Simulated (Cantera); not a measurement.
Input: 1 mol Si, 25 mol HBr, 57 mol H2, at 0.0390 bar.

Method: chemical equilibrium by Gibbs-energy minimisation in Cantera with the NASA 1993 tables (ideal gas, pure condensed phases). Candidate condensed phases: Br2, Si; 19 gas species. The tables' values for SiBr3 are old estimates; treat these amounts as uncertain. Kinetics and transport are ignored.

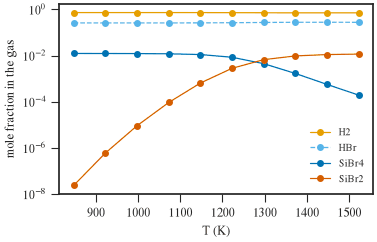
Figure: Equilibrium gas composition (values under 1e-9 drawn at 1e-9)

### Question
Read off the mole fractions at 1448 K.

### Answer
H2 about 0.71, HBr about 0.28, SiBr2 about 0.011, SiBr4 about 0.00056.
